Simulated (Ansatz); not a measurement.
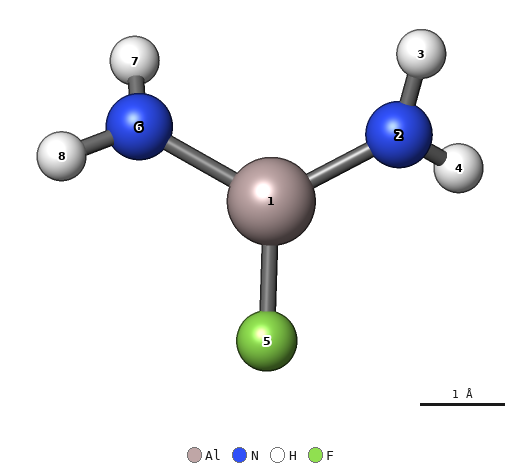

Fig. 1: The structure as given in the input (ball-and-stick view, seen on its broad side; atoms are numbered from 1 in the order of the input). Sticks mark near contacts.

Molecular dynamics of AlN₂H₄F (part 1 of 5)

System: AlN₂H₄F.
Method: RHF/def2-SVP (Ansatz 0.2.0).

It belongs to a series of runs on one base structure; here: dynamics from the last frame of an earlier run. Figures and captions count atoms from 1; the log counts them from 0 in places.

Output
```
Engine: ansatz 0.2.0, x86_64-unknown-linux-gnu
Functional definition: HF
  exchange = exact_x
  correlation = 0
833 factors; integrals over basis functions are off by at most 3.5e-4 eV
mean field evaluation 1: about -12308.2316 eV, gradient 4.8e1 eV
mean field evaluation 2: about -12308.2780 eV, gradient 4.8e1 eV
mean field evaluation 4: about -12312.7631 eV, gradient 2.4e0 eV
mean field evaluation 8: about -12312.7967 eV, gradient 2.3e-1 eV
mean field -12312.79693379 eV, -452.4869414033 hartree, gradient 2.7e-5 eV, S^2 0.000000; 0 other end points of the search recorded, 0 dependent functions left out
the calculation of the forces begins
reference -12312.79693379 eV, -452.4869414033 hartree; 20, 20 occupied and 60, 60 virtual orbitals, 833 factors
md step     0: t =     0.00 fs  T =   350.0 K  F+E_penalty+E_count = -12312.79693379 eV  E_kin = 0.361928 eV  (34 SCF iters)
these checks for a lower state are left out or cut short: starts, cluster_reference, orbital_swaps, neighbouring_geometries, increment
833 factors; integrals over basis functions are off by at most 3.5e-4 eV
mean field evaluation 16: about -12312.7899 eV, gradient 3.6e-4 eV
mean field -12312.78989603 eV, -452.4866827703 hartree, gradient 5.4e-5 eV, S^2 0.000000; 0 other end points of the search recorded, 0 dependent functions left out
the calculation of the forces begins
reference -12312.78989603 eV, -452.4866827703 hartree; 20, 20 occupied and 60, 60 virtual orbitals, 833 factors
md step     1: t =     0.50 fs  T =   344.4 K  F+E_penalty+E_count = -12312.78989603 eV  E_kin = 0.356186 eV  (32 SCF iters)
[... from here on the SCF iterations and repeated set-up lines of each step are left out, up to the last step ...]
md step     2: t =     1.00 fs  T =   380.2 K  F+E_penalty+E_count = -12312.81122962 eV  E_kin = 0.393147 eV  (33 SCF iters)
md step     3: t =     1.50 fs  T =   408.9 K  F+E_penalty+E_count = -12312.83919777 eV  E_kin = 0.422806 eV  (33 SCF iters)
md step     4: t =     2.00 fs  T =   397.3 K  F+E_penalty+E_count = -12312.85042155 eV  E_kin = 0.410789 eV  (33 SCF iters)
md step     5: t =     2.50 fs  T =   412.4 K  F+E_penalty+E_count = -12312.83181098 eV  E_kin = 0.426450 eV  (33 SCF iters)
md step     6: t =     3.00 fs  T =   378.4 K  F+E_penalty+E_count = -12312.79068501 eV  E_kin = 0.391306 eV  (33 SCF iters)
md step     7: t =     3.50 fs  T =   361.5 K  F+E_penalty+E_count = -12312.75579339 eV  E_kin = 0.373801 eV  (33 SCF iters)
md step     8: t =     4.00 fs  T =   339.7 K  F+E_penalty+E_count = -12312.74962716 eV  E_kin = 0.351281 eV  (33 SCF iters)
md step     9: t =     4.50 fs  T =   330.6 K  F+E_penalty+E_count = -12312.77474046 eV  E_kin = 0.341903 eV  (33 SCF iters)
md step    10: t =     5.00 fs  T =   325.5 K  F+E_penalty+E_count = -12312.81322506 eV  E_kin = 0.336566 eV  (33 SCF iters)
md step    11: t =     5.50 fs  T =   354.5 K  F+E_penalty+E_count = -12312.84037487 eV  E_kin = 0.366533 eV  (32 SCF iters)
md step    12: t =     6.00 fs  T =   349.0 K  F+E_penalty+E_count = -12312.84985530 eV  E_kin = 0.360861 eV  (31 SCF iters)
md step    13: t =     6.50 fs  T =   359.2 K  F+E_penalty+E_count = -12312.84064973 eV  E_kin = 0.371454 eV  (32 SCF iters)
md step    14: t =     7.00 fs  T =   340.9 K  F+E_penalty+E_count = -12312.81583980 eV  E_kin = 0.352517 eV  (32 SCF iters)
md step    15: t =     7.50 fs  T =   352.1 K  F+E_penalty+E_count = -12312.79135924 eV  E_kin = 0.364062 eV  (33 SCF iters)
md step    16: t =     8.00 fs  T =   324.5 K  F+E_penalty+E_count = -12312.78326436 eV  E_kin = 0.335549 eV  (33 SCF iters)
md step    17: t =     8.50 fs  T =   364.8 K  F+E_penalty+E_count = -12312.79610152 eV  E_kin = 0.377249 eV  (33 SCF iters)
md step    18: t =     9.00 fs  T =   424.3 K  F+E_penalty+E_count = -12312.82117936 eV  E_kin = 0.438791 eV  (32 SCF iters)
md step    19: t =     9.50 fs  T =   414.9 K  F+E_penalty+E_count = -12312.84678561 eV  E_kin = 0.428993 eV  (33 SCF iters)
md step    20: t =    10.00 fs  T =   427.0 K  F+E_penalty+E_count = -12312.85947394 eV  E_kin = 0.441592 eV  (37 SCF iters)
md step    21: t =    10.50 fs  T =   406.1 K  F+E_penalty+E_count = -12312.84249227 eV  E_kin = 0.419934 eV  (33 SCF iters)
md step    22: t =    11.00 fs  T =   349.0 K  F+E_penalty+E_count = -12312.79703206 eV  E_kin = 0.360880 eV  (33 SCF iters)
md step    23: t =    11.50 fs  T =   294.9 K  F+E_penalty+E_count = -12312.74660928 eV  E_kin = 0.304994 eV  (33 SCF iters)
md step    24: t =    12.00 fs  T =   262.5 K  F+E_penalty+E_count = -12312.71391571 eV  E_kin = 0.271468 eV  (33 SCF iters)
md step    25: t =    12.50 fs  T =   273.0 K  F+E_penalty+E_count = -12312.70895108 eV  E_kin = 0.282342 eV  (32 SCF iters)
md step    26: t =    13.00 fs  T =   274.3 K  F+E_penalty+E_count = -12312.72419098 eV  E_kin = 0.283679 eV  (33 SCF iters)
md step    27: t =    13.50 fs  T =   284.1 K  F+E_penalty+E_count = -12312.74495834 eV  E_kin = 0.293797 eV  (33 SCF iters)
md step    28: t =    14.00 fs  T =   319.7 K  F+E_penalty+E_count = -12312.75679413 eV  E_kin = 0.330642 eV  (33 SCF iters)
md step    29: t =    14.50 fs  T =   339.6 K  F+E_penalty+E_count = -12312.74713197 eV  E_kin = 0.351202 eV  (32 SCF iters)
md step    30: t =    15.00 fs  T =   303.7 K  F+E_penalty+E_count = -12312.71449084 eV  E_kin = 0.314033 eV  (32 SCF iters)
md step    31: t =    15.50 fs  T =   235.9 K  F+E_penalty+E_count = -12312.67568781 eV  E_kin = 0.243920 eV  (33 SCF iters)
md step    32: t =    16.00 fs  T =   182.7 K  F+E_penalty+E_count = -12312.64790797 eV  E_kin = 0.188891 eV  (33 SCF iters)
md step    33: t =    16.50 fs  T =   166.1 K  F+E_penalty+E_count = -12312.64204202 eV  E_kin = 0.171754 eV  (25 SCF iters)
md step    34: t =    17.00 fs  T =   222.3 K  F+E_penalty+E_count = -12312.66230376 eV  E_kin = 0.229902 eV  (33 SCF iters)
md step    35: t =    17.50 fs  T =   236.6 K  F+E_penalty+E_count = -12312.69901695 eV  E_kin = 0.244656 eV  (32 SCF iters)
md step    36: t =    18.00 fs  T =   282.7 K  F+E_penalty+E_count = -12312.73977320 eV  E_kin = 0.292353 eV  (33 SCF iters)
md step    37: t =    18.50 fs  T =   295.2 K  F+E_penalty+E_count = -12312.77239037 eV  E_kin = 0.305210 eV  (33 SCF iters)
md step    38: t =    19.00 fs  T =   300.9 K  F+E_penalty+E_count = -12312.78416471 eV  E_kin = 0.311109 eV  (33 SCF iters)
md step    39: t =    19.50 fs  T =   302.7 K  F+E_penalty+E_count = -12312.76820671 eV  E_kin = 0.312986 eV  (33 SCF iters)
md step    40: t =    20.00 fs  T =   267.2 K  F+E_penalty+E_count = -12312.73299360 eV  E_kin = 0.276343 eV  (33 SCF iters)
md step    41: t =    20.50 fs  T =   243.6 K  F+E_penalty+E_count = -12312.70355400 eV  E_kin = 0.251938 eV  (33 SCF iters)
md step    42: t =    21.00 fs  T =   264.8 K  F+E_penalty+E_count = -12312.70034762 eV  E_kin = 0.273802 eV  (33 SCF iters)
md step    43: t =    21.50 fs  T =   275.2 K  F+E_penalty+E_count = -12312.72633582 eV  E_kin = 0.284596 eV  (35 SCF iters)
md step    44: t =    22.00 fs  T =   322.1 K  F+E_penalty+E_count = -12312.76659560 eV  E_kin = 0.333122 eV  (33 SCF iters)
md step    45: t =    22.50 fs  T =   358.7 K  F+E_penalty+E_count = -12312.80114527 eV  E_kin = 0.370914 eV  (33 SCF iters)
md step    46: t =    23.00 fs  T =   358.3 K  F+E_penalty+E_count = -12312.81286106 eV  E_kin = 0.370473 eV  (33 SCF iters)
md step    47: t =    23.50 fs  T =   389.8 K  F+E_penalty+E_count = -12312.79943929 eV  E_kin = 0.403133 eV  (33 SCF iters)
md step    48: t =    24.00 fs  T =   356.4 K  F+E_penalty+E_count = -12312.77287842 eV  E_kin = 0.368561 eV  (33 SCF iters)
md step    49: t =    24.50 fs  T =   321.1 K  F+E_penalty+E_count = -12312.74505654 eV  E_kin = 0.332069 eV  (33 SCF iters)
md step    50: t =    25.00 fs  T =   304.4 K  F+E_penalty+E_count = -12312.72493774 eV  E_kin = 0.314817 eV  (33 SCF iters)
md step    51: t =    25.50 fs  T =   303.9 K  F+E_penalty+E_count = -12312.72336545 eV  E_kin = 0.314304 eV  (33 SCF iters)
md step    52: t =    26.00 fs  T =   301.1 K  F+E_penalty+E_count = -12312.74522895 eV  E_kin = 0.311383 eV  (32 SCF iters)
md step    53: t =    26.50 fs  T =   325.1 K  F+E_penalty+E_count = -12312.78524957 eV  E_kin = 0.336214 eV  (32 SCF iters)
md step    54: t =    27.00 fs  T =   387.6 K  F+E_penalty+E_count = -12312.82953454 eV  E_kin = 0.400851 eV  (33 SCF iters)
md step    55: t =    27.50 fs  T =   406.4 K  F+E_penalty+E_count = -12312.86271082 eV  E_kin = 0.420240 eV  (33 SCF iters)
md step    56: t =    28.00 fs  T =   411.8 K  F+E_penalty+E_count = -12312.87440482 eV  E_kin = 0.425877 eV  (33 SCF iters)
md step    57: t =    28.50 fs  T =   421.0 K  F+E_penalty+E_count = -12312.86538090 eV  E_kin = 0.435328 eV  (33 SCF iters)
md step    58: t =    29.00 fs  T =   398.3 K  F+E_penalty+E_count = -12312.84016233 eV  E_kin = 0.411925 eV  (33 SCF iters)
md step    59: t =    29.50 fs  T =   366.3 K  F+E_penalty+E_count = -12312.81022849 eV  E_kin = 0.378819 eV  (33 SCF iters)
md step    60: t =    30.00 fs  T =   322.5 K  F+E_penalty+E_count = -12312.79193224 eV  E_kin = 0.333500 eV  (33 SCF iters)
md step    61: t =    30.50 fs  T =   334.4 K  F+E_penalty+E_count = -12312.79201099 eV  E_kin = 0.345791 eV  (33 SCF iters)
md step    62: t =    31.00 fs  T =   379.2 K  F+E_penalty+E_count = -12312.80752402 eV  E_kin = 0.392102 eV  (32 SCF iters)
md step    63: t =    31.50 fs  T =   420.8 K  F+E_penalty+E_count = -12312.82766645 eV  E_kin = 0.435126 eV  (33 SCF iters)
md step    64: t =    32.00 fs  T =   430.9 K  F+E_penalty+E_count = -12312.83892871 eV  E_kin = 0.445598 eV  (33 SCF iters)
md step    65: t =    32.50 fs  T =   448.9 K  F+E_penalty+E_count = -12312.83293364 eV  E_kin = 0.464218 eV  (35 SCF iters)
md step    66: t =    33.00 fs  T =   441.2 K  F+E_penalty+E_count = -12312.80436458 eV  E_kin = 0.456257 eV  (33 SCF iters)
md step    67: t =    33.50 fs  T =   378.3 K  F+E_penalty+E_count = -12312.76172555 eV  E_kin = 0.391149 eV  (33 SCF iters)
md step    68: t =    34.00 fs  T =   327.6 K  F+E_penalty+E_count = -12312.72408343 eV  E_kin = 0.338800 eV  (33 SCF iters)
md step    69: t =    34.50 fs  T =   331.2 K  F+E_penalty+E_count = -12312.70607734 eV  E_kin = 0.342451 eV  (33 SCF iters)
md step    70: t =    35.00 fs  T =   364.5 K  F+E_penalty+E_count = -12312.71744860 eV  E_kin = 0.376900 eV  (33 SCF iters)
md step    71: t =    35.50 fs  T =   417.8 K  F+E_penalty+E_count = -12312.75810381 eV  E_kin = 0.431996 eV  (33 SCF iters)
md step    72: t =    36.00 fs  T =   465.5 K  F+E_penalty+E_count = -12312.81742553 eV  E_kin = 0.481400 eV  (33 SCF iters)
md step    73: t =    36.50 fs  T =   506.2 K  F+E_penalty+E_count = -12312.87545195 eV  E_kin = 0.523418 eV  (33 SCF iters)
md step    74: t =    37.00 fs  T =   558.8 K  F+E_penalty+E_count = -12312.91019785 eV  E_kin = 0.577803 eV  (33 SCF iters)
md step    75: t =    37.50 fs  T =   540.7 K  F+E_penalty+E_count = -12312.91010225 eV  E_kin = 0.559101 eV  (32 SCF iters)
md step    76: t =    38.00 fs  T =   509.0 K  F+E_penalty+E_count = -12312.87878103 eV  E_kin = 0.526321 eV  (33 SCF iters)
md step    77: t =    38.50 fs  T =   449.4 K  F+E_penalty+E_count = -12312.84076027 eV  E_kin = 0.464721 eV  (33 SCF iters)
md step    78: t =    39.00 fs  T =   450.7 K  F+E_penalty+E_count = -12312.82811406 eV  E_kin = 0.466071 eV  (33 SCF iters)
md step    79: t =    39.50 fs  T =   433.1 K  F+E_penalty+E_count = -12312.86315866 eV  E_kin = 0.447840 eV  (32 SCF iters)
md step    80: t =    40.00 fs  T =   528.7 K  F+E_penalty+E_count = -12312.92528683 eV  E_kin = 0.546767 eV  (32 SCF iters)
md step    81: t =    40.50 fs  T =   538.9 K  F+E_penalty+E_count = -12312.97110296 eV  E_kin = 0.557239 eV  (32 SCF iters)
md step    82: t =    41.00 fs  T =   554.5 K  F+E_penalty+E_count = -12312.98276761 eV  E_kin = 0.573439 eV  (32 SCF iters)
md step    83: t =    41.50 fs  T =   470.5 K  F+E_penalty+E_count = -12312.96354456 eV  E_kin = 0.486539 eV  (32 SCF iters)
md step    84: t =    42.00 fs  T =   483.5 K  F+E_penalty+E_count = -12312.92322322 eV  E_kin = 0.500007 eV  (32 SCF iters)
md step    85: t =    42.50 fs  T =   468.9 K  F+E_penalty+E_count = -12312.87566740 eV  E_kin = 0.484929 eV  (32 SCF iters)
md step    86: t =    43.00 fs  T =   449.2 K  F+E_penalty+E_count = -12312.83711613 eV  E_kin = 0.464473 eV  (33 SCF iters)
md step    87: t =    43.50 fs  T =   427.7 K  F+E_penalty+E_count = -12312.82032787 eV  E_kin = 0.442300 eV  (35 SCF iters)
md step    88: t =    44.00 fs  T =   473.0 K  F+E_penalty+E_count = -12312.84094564 eV  E_kin = 0.489117 eV  (33 SCF iters)
md step    89: t =    44.50 fs  T =   478.1 K  F+E_penalty+E_count = -12312.89236424 eV  E_kin = 0.494401 eV  (33 SCF iters)
md step    90: t =    45.00 fs  T =   560.1 K  F+E_penalty+E_count = -12312.94948215 eV  E_kin = 0.579167 eV  (33 SCF iters)
md step    91: t =    45.50 fs  T =   580.7 K  F+E_penalty+E_count = -12312.98608928 eV  E_kin = 0.600458 eV  (32 SCF iters)
md step    92: t =    46.00 fs  T =   521.7 K  F+E_penalty+E_count = -12312.98990057 eV  E_kin = 0.539491 eV  (33 SCF iters)
md step    93: t =    46.50 fs  T =   507.2 K  F+E_penalty+E_count = -12312.96545369 eV  E_kin = 0.524437 eV  (33 SCF iters)
md step    94: t =    47.00 fs  T =   429.1 K  F+E_penalty+E_count = -12312.93524322 eV  E_kin = 0.443707 eV  (33 SCF iters)
md step    95: t =    47.50 fs  T =   410.1 K  F+E_penalty+E_count = -12312.92562268 eV  E_kin = 0.424105 eV  (33 SCF iters)
md step    96: t =    48.00 fs  T =   373.0 K  F+E_penalty+E_count = -12312.93932875 eV  E_kin = 0.385706 eV  (33 SCF iters)
md step    97: t =    48.50 fs  T =   392.3 K  F+E_penalty+E_count = -12312.97102037 eV  E_kin = 0.405698 eV  (33 SCF iters)
md step    98: t =    49.00 fs  T =   411.6 K  F+E_penalty+E_count = -12313.00542951 eV  E_kin = 0.425603 eV  (33 SCF iters)
md step    99: t =    49.50 fs  T =   411.7 K  F+E_penalty+E_count = -12313.02649597 eV  E_kin = 0.425751 eV  (33 SCF iters)
md step   100: t =    50.00 fs  T =   403.6 K  F+E_penalty+E_count = -12313.02762680 eV  E_kin = 0.417352 eV  (33 SCF iters)
md step   101: t =    50.50 fs  T =   375.1 K  F+E_penalty+E_count = -12313.01005561 eV  E_kin = 0.387927 eV  (32 SCF iters)
md step   102: t =    51.00 fs  T =   383.3 K  F+E_penalty+E_count = -12312.97662700 eV  E_kin = 0.396322 eV  (32 SCF iters)
md step   103: t =    51.50 fs  T =   342.4 K  F+E_penalty+E_count = -12312.93572206 eV  E_kin = 0.354046 eV  (33 SCF iters)
md step   104: t =    52.00 fs  T =   347.9 K  F+E_penalty+E_count = -12312.90927318 eV  E_kin = 0.359793 eV  (33 SCF iters)
md step   105: t =    52.50 fs  T =   333.3 K  F+E_penalty+E_count = -12312.90592755 eV  E_kin = 0.344675 eV  (33 SCF iters)
md step   106: t =    53.00 fs  T =   305.5 K  F+E_penalty+E_count = -12312.91119941 eV  E_kin = 0.315879 eV  (33 SCF iters)
md step   107: t =    53.50 fs  T =   307.8 K  F+E_penalty+E_count = -12312.91523239 eV  E_kin = 0.318329 eV  (33 SCF iters)
md step   108: t =    54.00 fs  T =   325.6 K  F+E_penalty+E_count = -12312.91491107 eV  E_kin = 0.336716 eV  (33 SCF iters)
md step   109: t =    54.50 fs  T =   338.4 K  F+E_penalty+E_count = -12312.90975013 eV  E_kin = 0.349934 eV  (35 SCF iters)
md step   110: t =    55.00 fs  T =   330.6 K  F+E_penalty+E_count = -12312.90109503 eV  E_kin = 0.341917 eV  (33 SCF iters)
md step   111: t =    55.50 fs  T =   325.4 K  F+E_penalty+E_count = -12312.89256538 eV  E_kin = 0.336513 eV  (33 SCF iters)
md step   112: t =    56.00 fs  T =   326.5 K  F+E_penalty+E_count = -12312.88620957 eV  E_kin = 0.337658 eV  (33 SCF iters)
md step   113: t =    56.50 fs  T =   288.4 K  F+E_penalty+E_count = -12312.88130811 eV  E_kin = 0.298260 eV  (33 SCF iters)
md step   114: t =    57.00 fs  T =   285.1 K  F+E_penalty+E_count = -12312.87838078 eV  E_kin = 0.294793 eV  (34 SCF iters)
md step   115: t =    57.50 fs  T =   300.9 K  F+E_penalty+E_count = -12312.88043215 eV  E_kin = 0.311152 eV  (33 SCF iters)
md step   116: t =    58.00 fs  T =   319.2 K  F+E_penalty+E_count = -12312.88799221 eV  E_kin = 0.330091 eV  (33 SCF iters)
md step   117: t =    58.50 fs  T =   301.6 K  F+E_penalty+E_count = -12312.89037339 eV  E_kin = 0.311835 eV  (33 SCF iters)
md step   118: t =    59.00 fs  T =   304.0 K  F+E_penalty+E_count = -12312.87683693 eV  E_kin = 0.314364 eV  (33 SCF iters)
md step   119: t =    59.50 fs  T =   256.8 K  F+E_penalty+E_count = -12312.84809168 eV  E_kin = 0.265601 eV  (33 SCF iters)
md step   120: t =    60.00 fs  T =   227.8 K  F+E_penalty+E_count = -12312.81478621 eV  E_kin = 0.235559 eV  (32 SCF iters)
md step   121: t =    60.50 fs  T =   207.3 K  F+E_penalty+E_count = -12312.79656738 eV  E_kin = 0.214351 eV  (26 SCF iters)
md step   122: t =    61.00 fs  T =   227.0 K  F+E_penalty+E_count = -12312.80337004 eV  E_kin = 0.234699 eV  (32 SCF iters)
md step   123: t =    61.50 fs  T =   238.4 K  F+E_penalty+E_count = -12312.82112505 eV  E_kin = 0.246498 eV  (32 SCF iters)
md step   124: t =    62.00 fs  T =   291.5 K  F+E_penalty+E_count = -12312.83566436 eV  E_kin = 0.301405 eV  (31 SCF iters)
md step   125: t =    62.50 fs  T =   262.6 K  F+E_penalty+E_count = -12312.82681538 eV  E_kin = 0.271581 eV  (32 SCF iters)
md step   126: t =    63.00 fs  T =   240.2 K  F+E_penalty+E_count = -12312.78951157 eV  E_kin = 0.248392 eV  (32 SCF iters)
md step   127: t =    63.50 fs  T =   185.6 K  F+E_penalty+E_count = -12312.73941869 eV  E_kin = 0.191912 eV  (33 SCF iters)
md step   128: t =    64.00 fs  T =   147.3 K  F+E_penalty+E_count = -12312.70354732 eV  E_kin = 0.152276 eV  (26 SCF iters)
md step   129: t =    64.50 fs  T =   178.0 K  F+E_penalty+E_count = -12312.69840805 eV  E_kin = 0.184031 eV  (25 SCF iters)
md step   130: t =    65.00 fs  T =   181.8 K  F+E_penalty+E_count = -12312.71981163 eV  E_kin = 0.187964 eV  (33 SCF iters)
md step   131: t =    65.50 fs  T =   224.6 K  F+E_penalty+E_count = -12312.74873909 eV  E_kin = 0.232210 eV  (33 SCF iters)
md step   132: t =    66.00 fs  T =   262.1 K  F+E_penalty+E_count = -12312.77362679 eV  E_kin = 0.271026 eV  (35 SCF iters)
md step   133: t =    66.50 fs  T =   285.0 K  F+E_penalty+E_count = -12312.78337271 eV  E_kin = 0.294753 eV  (33 SCF iters)
md step   134: t =    67.00 fs  T =   322.2 K  F+E_penalty+E_count = -12312.78143885 eV  E_kin = 0.333169 eV  (33 SCF iters)
md step   135: t =    67.50 fs  T =   318.4 K  F+E_penalty+E_count = -12312.78076884 eV  E_kin = 0.329228 eV  (33 SCF iters)
md step   136: t =    68.00 fs  T =   313.5 K  F+E_penalty+E_count = -12312.78136113 eV  E_kin = 0.324227 eV  (32 SCF iters)
md step   137: t =    68.50 fs  T =   298.4 K  F+E_penalty+E_count = -12312.78435089 eV  E_kin = 0.308587 eV  (34 SCF iters)
md step   138: t =    69.00 fs  T =   334.6 K  F+E_penalty+E_count = -12312.79973517 eV  E_kin = 0.345982 eV  (32 SCF iters)
md step   139: t =    69.50 fs  T =   326.5 K  F+E_penalty+E_count = -12312.82859564 eV  E_kin = 0.337663 eV  (33 SCF iters)
md step   140: t =    70.00 fs  T =   365.7 K  F+E_penalty+E_count = -12312.86453562 eV  E_kin = 0.378130 eV  (32 SCF iters)
md step   141: t =    70.50 fs  T =   384.5 K  F+E_penalty+E_count = -12312.88837636 eV  E_kin = 0.397618 eV  (33 SCF iters)
md step   142: t =    71.00 fs  T =   393.6 K  F+E_penalty+E_count = -12312.88439230 eV  E_kin = 0.407064 eV  (32 SCF iters)
md step   143: t =    71.50 fs  T =   361.6 K  F+E_penalty+E_count = -12312.85867974 eV  E_kin = 0.373956 eV  (32 SCF iters)
md step   144: t =    72.00 fs  T =   345.1 K  F+E_penalty+E_count = -12312.82995006 eV  E_kin = 0.356886 eV  (33 SCF iters)
md step   145: t =    72.50 fs  T =   335.8 K  F+E_penalty+E_count = -12312.81330116 eV  E_kin = 0.347215 eV  (32 SCF iters)
md step   146: t =    73.00 fs  T =   355.7 K  F+E_penalty+E_count = -12312.81936378 eV  E_kin = 0.367868 eV  (33 SCF iters)
md step   147: t =    73.50 fs  T =   347.6 K  F+E_penalty+E_count = -12312.84462307 eV  E_kin = 0.359489 eV  (33 SCF iters)
md step   148: t =    74.00 fs  T =   391.2 K  F+E_penalty+E_count = -12312.87499984 eV  E_kin = 0.404518 eV  (33 SCF iters)
md step   149: t =    74.50 fs  T =   411.7 K  F+E_penalty+E_count = -12312.89358277 eV  E_kin = 0.425774 eV  (33 SCF iters)
md step   150: t =    75.00 fs  T =   424.2 K  F+E_penalty+E_count = -12312.88959764 eV  E_kin = 0.438706 eV  (32 SCF iters)
md step   151: t =    75.50 fs  T =   357.0 K  F+E_penalty+E_count = -12312.86694777 eV  E_kin = 0.369185 eV  (33 SCF iters)
md step   152: t =    76.00 fs  T =   349.0 K  F+E_penalty+E_count = -12312.84169062 eV  E_kin = 0.360870 eV  (33 SCF iters)
md step   153: t =    76.50 fs  T =   355.8 K  F+E_penalty+E_count = -12312.82533664 eV  E_kin = 0.367955 eV  (33 SCF iters)
md step   154: t =    77.00 fs  T =   366.6 K  F+E_penalty+E_count = -12312.82453207 eV  E_kin = 0.379090 eV  (35 SCF iters)
md step   155: t =    77.50 fs  T =   378.7 K  F+E_penalty+E_count = -12312.84182880 eV  E_kin = 0.391656 eV  (33 SCF iters)
md step   156: t =    78.00 fs  T =   412.6 K  F+E_penalty+E_count = -12312.87628571 eV  E_kin = 0.426684 eV  (33 SCF iters)
md step   157: t =    78.50 fs  T =   413.5 K  F+E_penalty+E_count = -12312.90893105 eV  E_kin = 0.427547 eV  (32 SCF iters)
md step   158: t =    79.00 fs  T =   434.0 K  F+E_penalty+E_count = -12312.92295293 eV  E_kin = 0.448765 eV  (32 SCF iters)
md step   159: t =    79.50 fs  T =   424.2 K  F+E_penalty+E_count = -12312.91545357 eV  E_kin = 0.438663 eV  (32 SCF iters)
```
